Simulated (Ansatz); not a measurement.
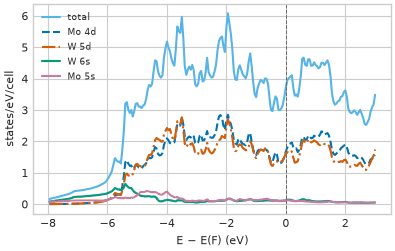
Figure. Total and projected density of states of MoW in space group Cmcm (No. 63; W on 4c, Mo on 4c), plane-wave PAW PBEsol (Ansatz code)

Q: Which orbitals carry the states next to the Fermi level?

A: Within 0.5 eV of the Fermi level: Mo 4d 47 %, W 5d 41 %. Projections are on Löwdin-orthogonalised atomic valence shells; empty p or d shells of many metals are not among them.

Q: Where is the tallest occupied peak in this window, and what makes it?

A: Near -1.9 eV, about 6.1 states/eV per cell; the largest projected share is Mo 4d.

The start of the workflow was typed in or built on a structure type; neither database checked (COD, Materials Project) lists it. Whether it is the stable phase at ambient conditions was not checked. The cell was relaxed with PBEsol under the symmetry of its start; whether a distortion lowers the energy is not shown. No spin polarisation was allowed. Its formation energy is positive at this level, so the cell may be metastable or incomplete. Scalar-relativistic: spin–orbit coupling is off unless named, which matters more the heavier the elements.

Potentials: the later of the program's two PAW sets.
